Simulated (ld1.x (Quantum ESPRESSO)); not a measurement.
**An RRKJ potential for F, from input to tests**

Task: generate the file, and judge it by its errors in other configurations, its logarithmic derivatives, its ghosts and its cutoff.

Method: ld1.x (Quantum ESPRESSO) 7.5, PBE, scalar-relativistic.

## Step 1: The atom and the settings

Typed settings, in words:

```
element                 : fluorine (F, Z = 9)
type                    : norm-conserving RRKJ (Kleinman–Bylander form)
frozen core             : [He]
valence charge          : 7
reference configuration : 2s2 2p5
partial waves           : 2s (bound): rc 0.65 bohr; 2p (bound): rc 1.15 bohr; 3d channel at 0.3 Ry: rc 0.90 bohr
local potential         : all-electron potential smoothed inside 0.80 bohr (lloc = -1)
core correction         : not asked for
```

An earlier all-electron run gives the scale for the radii.

All-electron outer shells of the reference configuration (PBE, scalar-relativistic, ld1.x):

| shell | level (eV) | outermost node (bohr) | outermost maximum (bohr) |
| --- | --- | --- | --- |
| 1s | -663.37 | – | 0.11 |
| 2s | -29.90 | 0.24 | 0.76 |
| 2p | -11.11 | – | 0.71 |

## Step 2: The generation run

Contents of F.in:

```
 &input
   title='F', zed=9., rel=1, dft='PBE', iswitch=3,
   config='[He] 2s2 2p5 3d-2',
   nld=3, rlderiv=1.25, eminld=-4.0, emaxld=5.0, deld=0.02
 /
 &inputp
   pseudotype=2, tm=.false., lloc=-1, rcloc=0.80,
   nlcc=.false.,
   file_pseudopw='F.UPF', file_wfcaegen='ae.wfc', file_wfcncgen='nc.wfc', file_beta='beta', file_chi='chi'
 /
3
2S  1  0   2.00   0.00  0.65  0.65  0.0
2P  2  1   5.00   0.00  1.15  1.15  0.0
3D  3  2  -2.00   0.30  0.90  0.90  0.0
 &test
   configts(1)='2s2 2p5'
 /
```

Run with:

```console
$ ld1.x < F.in > F.out
```

What the program wrote to F.out (without the banner and most projector matrices):

```text
     Program LD1 v.7.5
     --------------------------- All-electron run ----------------------------

     F
     scalar relativistic calculation

     atomic number is  9.00
     dft =PBE   lsd =0 sic =0 latt =0  beta=0.20 tr2=1.0E-14
     Exchange-correlation= PBE
                           (   1   4   3   4   0   0   0)
     mesh =1105 r(mesh) =  99.76081 a.u. xmin = -7.00 dx = 0.01250
     1 Ry =  13.60569312 eV, c = 137.03599908

     n l     nl                  e(Ry)          e(Ha)          e(eV)
     1 0     1S 1( 2.00)       -48.7570       -24.3785      -663.3734
     2 0     2S 1( 2.00)        -2.1976        -1.0988       -29.8996
     2 1     2P 1( 5.00)        -0.8167        -0.4083       -11.1117

     final scf error:  7.2E-15 reached in  26 iterations

     Etot =    -199.489330 Ry,     -99.744665 Ha,   -2714.190601 eV

     Ekin =     199.322998 Ry,      99.661499 Ha,    2711.927537 eV
     Encl =    -477.724055 Ry,    -238.862027 Ha,   -6499.766885 eV
     Eh   =      99.339620 Ry,      49.669810 Ha,    1351.584389 eV
     Exc  =     -20.427893 Ry,     -10.213946 Ha,    -277.935642 eV

     normalization and overlap integrals

     s(1S/1S) =  1.000000  <r> =   0.1763  <r2> =    0.0420  r(max) =   0.1139
     s(2S/2S) =  1.000000  <r> =   1.0034  <r2> =    1.2282  r(max) =   0.7617
     s(2P/2P) =  1.000000  <r> =   1.1050  <r2> =    1.6384  r(max) =   0.7066

     ------------------------ End of All-electron run ------------------------

     --------------------- Generating NC pseudopotential ---------------------

      Generating local potential from pseudized AE potential:
      Matching radius rcloc =   0.8000

      Local pseudo, rcloc= 0.801 Estimated cut-off energy=    38.03 Ry

      Wfc   2S  rcut= 0.656  Estimated cut-off energy=      283.43 Ry
      This function has    0 nodes for 0 < r <    0.656

      Wfc   2P  rcut= 1.136  Estimated cut-off energy=      136.65 Ry
      This function has    0 nodes for 0 < r <    1.136

      Wfc   3D  rcut= 0.907  Estimated cut-off energy=      268.28 Ry
      This function has    0 nodes for 0 < r <    0.907

     ------------------- End of pseudopotential generation -------------------

     [... the all-electron block is printed once more ...]


     Computing logarithmic derivative in   1.24800
     Computing logarithmic derivative in   1.24800
     Computing the partial wave expansion
     R is outside the sphere for l=    0 j= 0.00
     R is outside the sphere for l=    1 j= 0.00
     R is outside the sphere for l=    2 j= 0.00

     ---------------------- Testing the pseudopotential ----------------------

     F
     scalar relativistic calculation

     atomic number is  9.00   valence charge is  7.00
     dft =PBE   lsd =0 sic =0 latt =0  beta=0.20 tr2=1.0E-14
     mesh =1105 r(mesh) =  99.76081 xmin = -7.00 dx = 0.01250

     n l     nl             e AE (Ry)        e PS (Ry)    De AE-PS (Ry)
     1 0     2S   1( 2.00)       -2.19758       -2.19763        0.00005
     2 1     2P   1( 5.00)       -0.81670       -0.81670        0.00001

     eps = 5.7E-15  iter =  8

     Etot =    -199.489330 Ry,     -99.744665 Ha,   -2714.190601 eV
     Etotps =   -47.915892 Ry,     -23.957946 Ha,    -651.928916 eV

     Ekin =      34.423631 Ry,      17.211816 Ha,     468.357362 eV
     Encl =    -113.000478 Ry,     -56.500239 Ha,   -1537.449829 eV
     Ehrt =      42.088374 Ry,      21.044187 Ha,     572.641498 eV
     Ecxc =      -8.978239 Ry,      -4.489120 Ha,    -122.155170 eV
     Epseu=      -2.449179 Ry,      -1.224590 Ha,     -33.322778 eV

     ---------------------- End of pseudopotential test ----------------------
```

Wall time 2.2 s (1 thread, shared host). (Generation and the later configuration tests together.)

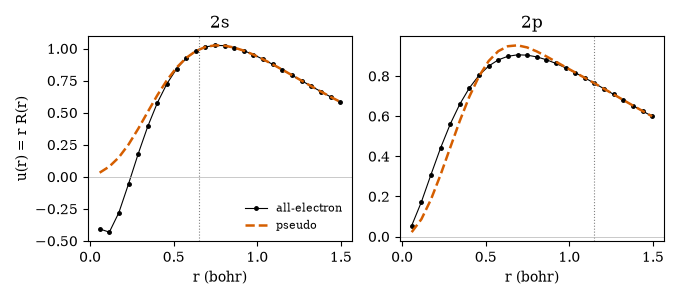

All-electron and pseudo partial waves (2s, 2p), with the matching radii dotted. The curves join 26 sampled radii.

## Step 3: Testing the new file in other configurations

Contents of F.test.in:

```
 &input
   title='F', zed=9., rel=1, dft='PBE', iswitch=2,
   config='[He] 2s2 2p5 3d-2'
 /
 &test
   file_pseudo='F.UPF', nconf=8,
   configts(1)='2s2 2p5',
   configts(2)='2s2 2p4',
   configts(3)='2s2 2p3',
   configts(4)='2s2 2p2',
   configts(5)='2s2 2p5.3',
   configts(6)='2s1 2p6',
   configts(7)='2s1 2p5',
   configts(8)='2s2 2p1'
 /
```

Run with:

```console
$ ld1.x < F.test.in > F.test.out
```

F.test.out, the pseudopotential blocks, each with the warnings that came before it:

```text
     ---------------------- Testing the pseudopotential ----------------------

     F
     scalar relativistic calculation

     atomic number is  9.00   valence charge is  7.00
     dft =PBE   lsd =0 sic =0 latt =0  beta=0.20 tr2=1.0E-14
     mesh =1105 r(mesh) =  99.76081 xmin = -7.00 dx = 0.01250

     n l     nl             e AE (Ry)        e PS (Ry)    De AE-PS (Ry)
     1 0     2S   1( 2.00)       -2.19758       -2.19763        0.00005
     2 1     2P   1( 5.00)       -0.81670       -0.81670        0.00001

     eps = 8.0E-15  iter = 29

     Etot =    -199.489330 Ry,     -99.744665 Ha,   -2714.190600 eV
     Etotps =   -47.915892 Ry,     -23.957946 Ha,    -651.928917 eV

     Ekin =      34.423631 Ry,      17.211816 Ha,     468.357362 eV
     Encl =    -113.000478 Ry,     -56.500239 Ha,   -1537.449830 eV
     Ehrt =      42.088374 Ry,      21.044187 Ha,     572.641498 eV
     Ecxc =      -8.978239 Ry,      -4.489120 Ha,    -122.155170 eV
     Epseu=      -2.449179 Ry,      -1.224590 Ha,     -33.322778 eV

     ---------------------- End of pseudopotential test ----------------------

     ---------------------- Testing the pseudopotential ----------------------

     F
     scalar relativistic calculation

     atomic number is  9.00   valence charge is  7.00
     dft =PBE   lsd =0 sic =0 latt =0  beta=0.20 tr2=1.0E-14
     mesh =1105 r(mesh) =  99.76081 xmin = -7.00 dx = 0.01250

     n l     nl             e AE (Ry)        e PS (Ry)    De AE-PS (Ry)
     1 0     2S   1( 2.00)       -3.48292       -3.48466        0.00174
     2 1     2P   1( 4.00)       -2.08065       -2.07903       -0.00162

     eps = 6.2E-15  iter = 30

     Etot =    -198.064175 Ry,     -99.032087 Ha,   -2694.800379 eV
     Etotps =   -46.491123 Ry,     -23.245561 Ha,    -632.543949 eV
     dEtot_ae =       1.425155 Ry
     dEtot_ps =       1.424769 Ry,   Delta E=       0.000386 Ry

     Ekin =      32.217145 Ry,      16.108573 Ha,     438.336592 eV
     Encl =    -102.438053 Ry,     -51.219027 Ha,   -1393.740713 eV
     Ehrt =      33.543204 Ry,      16.771602 Ha,     456.378535 eV
     Ecxc =      -7.949524 Ry,      -3.974762 Ha,    -108.158779 eV
     Epseu=      -1.863895 Ry,      -0.931948 Ha,     -25.359584 eV

     ---------------------- End of pseudopotential test ----------------------

     ---------------------- Testing the pseudopotential ----------------------

     F
     scalar relativistic calculation

     atomic number is  9.00   valence charge is  7.00
     dft =PBE   lsd =0 sic =0 latt =0  beta=0.20 tr2=1.0E-14
     mesh =1105 r(mesh) =  99.76081 xmin = -7.00 dx = 0.01250

     n l     nl             e AE (Ry)        e PS (Ry)    De AE-PS (Ry)
     1 0     2S   1( 2.00)       -4.99731       -4.99838        0.00107
     2 1     2P   1( 3.00)       -3.60167       -3.59086       -0.01082  !

     eps = 6.0E-15  iter = 30

     Etot =    -195.242940 Ry,     -97.621470 Ha,   -2656.415526 eV
     Etotps =   -43.675013 Ry,     -21.837506 Ha,    -594.228823 eV
     dEtot_ae =       4.246390 Ry
     dEtot_ps =       4.240879 Ry,   Delta E=       0.005511 Ry

     Ekin =      28.422695 Ry,      14.211347 Ha,     386.710464 eV
     Encl =     -89.368117 Ry,     -44.684059 Ha,   -1215.915177 eV
     Ehrt =      24.862973 Ry,      12.431486 Ha,     338.277975 eV
     Ecxc =      -6.694891 Ry,      -3.347446 Ha,     -91.088639 eV
     Epseu=      -0.897672 Ry,      -0.448836 Ha,     -12.213446 eV

     ---------------------- End of pseudopotential test ----------------------

     ---------------------- Testing the pseudopotential ----------------------

     F
     scalar relativistic calculation

     atomic number is  9.00   valence charge is  7.00
     dft =PBE   lsd =0 sic =0 latt =0  beta=0.20 tr2=1.0E-14
     mesh =1105 r(mesh) =  99.76081 xmin = -7.00 dx = 0.01250

     n l     nl             e AE (Ry)        e PS (Ry)    De AE-PS (Ry)
     1 0     2S   1( 2.00)       -6.70364       -6.69617       -0.00747  !
     2 1     2P   1( 2.00)       -5.34782       -5.31080       -0.03702  !

     eps = 4.0E-15  iter = 23

     Etot =    -190.786158 Ry,     -95.393079 Ha,   -2595.777923 eV
     Etotps =   -39.240063 Ry,     -19.620031 Ha,    -533.888254 eV
     dEtot_ae =       8.703171 Ry
     dEtot_ps =       8.675829 Ry,   Delta E=       0.027343 Ry

     Ekin =      22.957263 Ry,      11.478631 Ha,     312.349475 eV
     Encl =     -74.144522 Ry,     -37.072261 Ha,   -1008.787615 eV
     Ehrt =      16.760381 Ry,       8.380190 Ha,     228.036595 eV
     Ecxc =      -5.286402 Ry,      -2.643201 Ha,     -71.925168 eV
     Epseu=       0.473218 Ry,       0.236609 Ha,       6.438458 eV

     ---------------------- End of pseudopotential test ----------------------

     ---------------------- Testing the pseudopotential ----------------------

     F
     scalar relativistic calculation

     atomic number is  9.00   valence charge is  7.00
     dft =PBE   lsd =0 sic =0 latt =0  beta=0.20 tr2=1.0E-14
     mesh =1105 r(mesh) =  99.76081 xmin = -7.00 dx = 0.01250

     n l     nl             e AE (Ry)        e PS (Ry)    De AE-PS (Ry)
     1 0     2S   1( 2.00)       -1.86725       -1.86688       -0.00037
     2 1     2P   1( 5.30)       -0.49676       -0.49674       -0.00002

     eps = 9.9E-15  iter = 28

     Etot =    -199.685554 Ry,     -99.842777 Ha,   -2716.860368 eV
     Etotps =   -48.112133 Ry,     -24.056066 Ha,    -654.598917 eV
     dEtot_ae =      -0.196224 Ry
     dEtot_ps =      -0.196241 Ry,   Delta E=       0.000017 Ry

     Ekin =      34.793254 Ry,      17.396627 Ha,     473.386331 eV
     Encl =    -115.596100 Ry,     -57.798050 Ha,   -1572.765058 eV
     Ehrt =      44.473382 Ry,      22.236691 Ha,     605.091189 eV
     Ecxc =      -9.228481 Ry,      -4.614240 Ha,    -125.559877 eV
     Epseu=      -2.554188 Ry,      -1.277094 Ha,     -34.751502 eV

     ---------------------- End of pseudopotential test ----------------------

     Warning: convergence not achieved
     ---------------------- Testing the pseudopotential ----------------------

     F
     scalar relativistic calculation

     atomic number is  9.00   valence charge is  7.00
     dft =PBE   lsd =0 sic =0 latt =0  beta=0.20 tr2=1.0E-14
     mesh =1105 r(mesh) =  99.76081 xmin = -7.00 dx = 0.01250

     n l     nl             e AE (Ry)        e PS (Ry)    De AE-PS (Ry)
     1 0     2S   1( 1.00)       -2.23280       -2.23228       -0.00053
     2 1     2P   1( 6.00)       -0.84819       -0.84959        0.00139

     eps = 1.4E-13  iter =201

     Etot =    -198.106554 Ry,     -99.053277 Ha,   -2695.376983 eV
     Etotps =   -46.534062 Ry,     -23.267031 Ha,    -633.128171 eV
     dEtot_ae =       1.382775 Ry
     dEtot_ps =       1.381829 Ry,   Delta E=       0.000946 Ry

     Ekin =      38.357954 Ry,      19.178977 Ha,     521.886548 eV
     Encl =    -112.950374 Ry,     -56.475187 Ha,   -1536.768133 eV
     Ehrt =      41.839716 Ry,      20.919858 Ha,     569.258334 eV
     Ecxc =      -8.926809 Ry,      -4.463404 Ha,    -121.455420 eV
     Epseu=      -4.854549 Ry,      -2.427274 Ha,     -66.049500 eV

     ---------------------- End of pseudopotential test ----------------------

     Warning: convergence not achieved
     ---------------------- Testing the pseudopotential ----------------------

     F
     scalar relativistic calculation

     atomic number is  9.00   valence charge is  7.00
     dft =PBE   lsd =0 sic =0 latt =0  beta=0.20 tr2=1.0E-14
     mesh =1105 r(mesh) =  99.76081 xmin = -7.00 dx = 0.01250

     n l     nl             e AE (Ry)        e PS (Ry)    De AE-PS (Ry)
     1 0     2S   1( 1.00)       -3.49542       -3.49910        0.00368
     2 1     2P   1( 5.00)       -2.08974       -2.09289        0.00316

     eps = 7.5E-14  iter =201

     Etot =    -196.660171 Ry,     -98.330085 Ha,   -2675.697933 eV
     Etotps =   -45.085202 Ry,     -22.542601 Ha,    -613.415418 eV
     dEtot_ae =       2.829159 Ry
     dEtot_ps =       2.830690 Ry,   Delta E=      -0.001531 Ry

     Ekin =      36.543139 Ry,      18.271570 Ha,     497.194735 eV
     Encl =    -102.649185 Ry,     -51.324592 Ha,   -1396.613304 eV
     Ehrt =      33.450982 Ry,      16.725491 Ha,     455.123798 eV
     Ecxc =      -7.925385 Ry,      -3.962692 Ha,    -107.830351 eV
     Epseu=      -4.504754 Ry,      -2.252377 Ha,     -61.290296 eV

     ---------------------- End of pseudopotential test ----------------------

     ---------------------- Testing the pseudopotential ----------------------

     F
     scalar relativistic calculation

     atomic number is  9.00   valence charge is  7.00
     dft =PBE   lsd =0 sic =0 latt =0  beta=0.20 tr2=1.0E-14
     mesh =1105 r(mesh) =  99.76081 xmin = -7.00 dx = 0.01250

     n l     nl             e AE (Ry)        e PS (Ry)    De AE-PS (Ry)
     1 0     2S   1( 2.00)       -8.57765       -8.54528       -0.03237  !
     2 1     2P   1( 1.00)       -7.29740       -7.20338       -0.09402  !

     eps = 2.3E-15  iter = 17

     Etot =    -184.479831 Ry,     -92.239915 Ha,   -2509.975963 eV
     Etotps =   -32.995740 Ry,     -16.497870 Ha,    -448.929908 eV
     dEtot_ae =      15.009499 Ry
     dEtot_ps =      14.920152 Ry,   Delta E=       0.089347 Ry

     Ekin =      15.792064 Ry,       7.896032 Ha,     214.861974 eV
     Encl =     -57.043154 Ry,     -28.521577 Ha,    -776.111655 eV
     Ehrt =       9.792645 Ry,       4.896323 Ha,     133.235727 eV
     Ecxc =      -3.793435 Ry,      -1.896717 Ha,     -51.612311 eV
     Epseu=       2.256141 Ry,       1.128070 Ha,      30.696358 eV

     ---------------------- End of pseudopotential test ----------------------
```

The tests as a table, with energies relative to 2s2 2p5. A star marks tests that logged a warning.

| valence configuration | charge | ΔE all-electron (eV) | error AE − PS (meV) |
| --- | --- | --- | --- |
| 2s2 2p4 | +1 | 19.390 | +5.3 |
| 2s2 2p3 | +2 | 57.775 | +75 |
| 2s2 2p2 | +3 | 118.413 | +372 |
| 2s2 2p5.3 | -0.3 | -2.670 | +0.2 |
| 2s1 2p6 * | 0 | 18.814 | +13 |
| 2s1 2p5 * | +1 | 38.493 | -21 |
| 2s2 2p1 | +4 | 204.215 | +1216 |

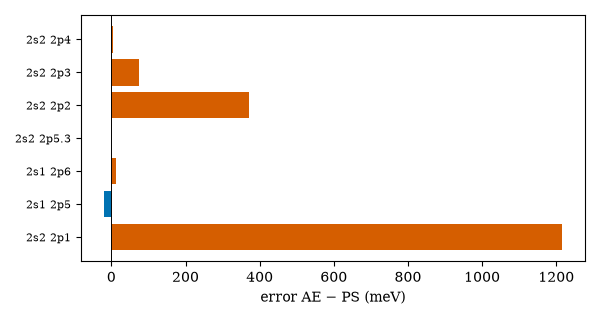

Error of the potential in each test configuration.

## Step 4: Does it scatter like the atom?

Taken from the files of the generation run. The phase is arctan(r·u′/u) with u = r·R, unwrapped, with energies in Ry. A pole is an energy at which the radial function vanishes at the test radius. The pseudo phase is shifted by a multiple of π to meet the all-electron one at the reference energy. Levels narrower than the energy grid can be missing from the poles. The last column is the largest difference on the grid between −1 and +1 Ry.

| channel | radius (bohr) | reference (Ry) | poles AE | poles PS | window around the reference with phases within 0.05 rad (Ry) | largest difference near zero (rad) |
| --- | --- | --- | --- | --- | --- | --- |
| s | 1.25 | -2.20 | 0.86 | 0.85 | the whole range | 0.001 |
| p | 1.25 | -0.82 | 1.70 | 1.74 | the whole range | 0.003 |
| d | 1.25 | 0.30 | none | none | the whole range | 0.000 |

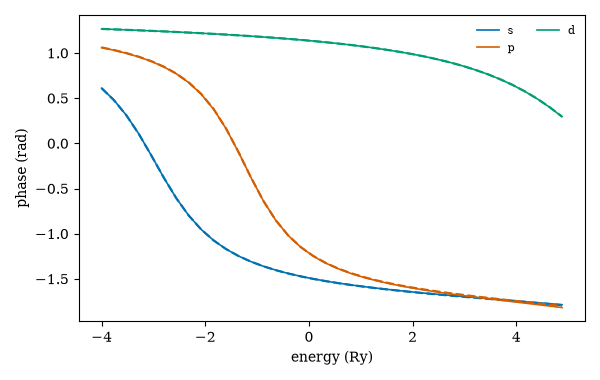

Phases by channel: all-electron solid, pseudo dashed.

## Step 5: Cutoff and ghost test in a Bessel basis

This step uses the generator's waves and projectors in a separate script. Basis: spherical Bessel functions vanishing at 20 bohr, q² up to the cutoff; potential fixed at the reference.

All-electron valence levels (Ry): 2s -2.1976, 2p -0.8167. The lowest levels of each channel (Ry) by cutoff; the last column sums, over occupied levels, occupation times the distance from the level at 400 Ry. A positive value at high cutoff is not a bound level.

```
cutoff (Ry)     s #1     p #1    d #1    f #1  Σ f·Δε (mRy)
          8  -1.7844  -0.0101  0.0806  0.1213        4859.5
         15  -1.8331  -0.1279  0.0806  0.1213        4173.0
         25  -1.8592  -0.3300  0.0806  0.1213        3110.6
         35  -1.9318  -0.5276  0.0806  0.1213        1977.1
         50  -2.0427  -0.7079  0.0806  0.1213         853.9
         70  -2.1237  -0.7982  0.0806  0.1213         240.3
        100  -2.1742  -0.8165  0.0806  0.1213          48.0
        120  -2.1869  -0.8167  0.0806  0.1213          21.7
        140  -2.1930  -0.8167  0.0806  0.1213           9.5
        180  -2.1966  -0.8167  0.0806  0.1213           2.1
        200  -2.1972  -0.8167  0.0806  0.1213           0.9
        260  -2.1976  -0.8167  0.0806  0.1213           0.1
        400  -2.1976  -0.8167  0.0806  0.1213           0.0
```

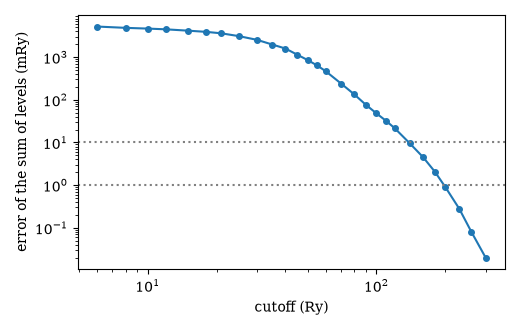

Occupation-weighted error of the valence levels against the cutoff; the dotted lines mark 10 and 1 mRy.

The sum stays within 10 mRy from 140 Ry and within 1 mRy from 200 Ry. The sum leaves out empty levels, which can need more. Ghost test: no level below the all-electron spectrum of its channel (s, p, d, f tested).

## Step 6: Results

| quantity | value |
| --- | --- |
| cutoffs for 10 and 1 mRy, occupied levels | 140 Ry and 200 Ry |
| bound ghosts | none found |
| largest test error (AE − PS) | +1216 meV, for 2s2 2p1 |
| largest phase difference near zero energy, channels read | 0.003 rad |

**Reading.** By total energies transferability is poor: the largest error is 1216 meV on 204.2 eV, for 2s2 2p1. That test lies far up in energy; among those under 40 eV, nearer to bonding, the largest error is 21 meV. By its cutoff, 140 Ry for the looser tolerance, it is very hard. The slowest occupied level is 2s: taken alone it needs 200 Ry to come within 1 mRy, against 100 Ry for 2p. The Bessel-basis test finds no level below the valence levels. Near zero energy the phases of the channels with partial waves agree within 0.003 rad. All of this concerns the isolated atom, not yet a solid.
